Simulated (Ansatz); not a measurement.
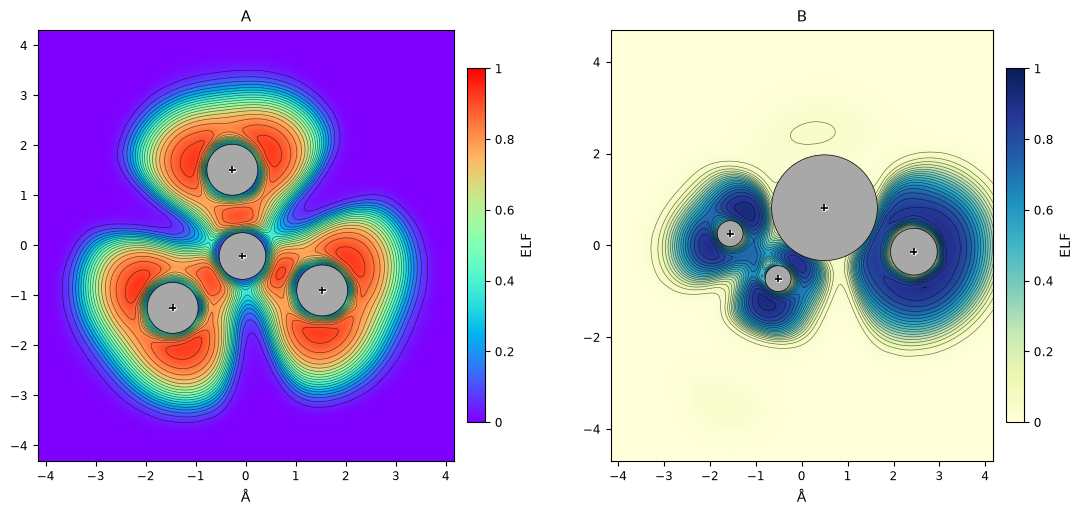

The ELF of 2 systems, each on a plane through atoms (crosses mark nuclei in the plane; grey discs cover the cores).

Level of theory: RKS PBE0-D4/def2-TZVPP (Ansatz 0.2.0).

System 1: BCl3···Cl3HSi, the plane of atoms Cl3, B1 and Cl4. The reactant side of a reaction path; geometry: PBE0-D4/def2-TZVP.

```xyz
9

B    -2.0748   -0.6548    0.5817
Cl   -1.0437   -1.6224    1.5900
Cl   -2.6735   -1.2984   -0.9171
Cl   -2.4954    0.9591    1.0641
Si    1.5560    0.5102   -0.4998
H     0.1895    0.3505   -1.0183
Cl    1.4900    1.4303    1.3062
Cl    2.4212   -1.3144   -0.3081
Cl    2.6306    1.6398   -1.7987
```

System 2: Cl3HO2Ti···HCl, the plane of atoms Ti1, O7 and O8. The product side of a reaction path; geometry: PBE0-D4/def2-TZVP.

```xyz
9

Ti   -0.9822    0.2514   -0.7267
Cl    3.4593   -1.0332    0.5931
Cl   -1.0912   -1.3720   -2.1646
Cl   -2.9756    0.4994    0.1461
Cl   -0.2345    2.0105   -1.7599
H     2.1821   -0.9133    0.4850
O     0.2120   -0.5528    0.4301
O    -0.0084    0.6840    1.1203
H    -0.5615    0.4261    1.8765
```

> Match each panel to its system.

Panel A is system 1, BCl3···Cl3HSi: the plane holds B and Cl. B–Cl (1.74 Å): the ELF peaks at about 0.90 between the atoms: a polar covalent bond. Panel B is system 2, Cl3HO2Ti···HCl: the plane holds Ti, Cl and O. O–O (1.43 Å): the ELF peaks at about 0.70 between the atoms.
